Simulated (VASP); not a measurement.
Band structure of BAs (zinc blende). Method: TPSS meta-GGA, VASP's PBE PAW potentials (set 64) (plane waves; VASP).

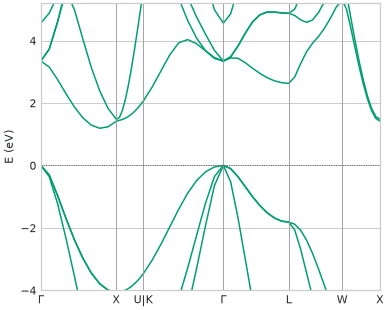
Fig. 1. Bands along high-symmetry lines, zero at the valence-band maximum or, without a gap, the Fermi level

Task: Read the plot: is there a gap, and where are the band edges?

Result: The gap is indirect, 1.19 eV, from the valence maximum at Γ to the conduction minimum at Γ-X at 0.78.

Measured: gap 1.82 eV (computed value off by -0.63 eV), as given by Wikipedia, List of semiconductor materials.

The compound is BAs in the zinc blende structure. It was relaxed first.
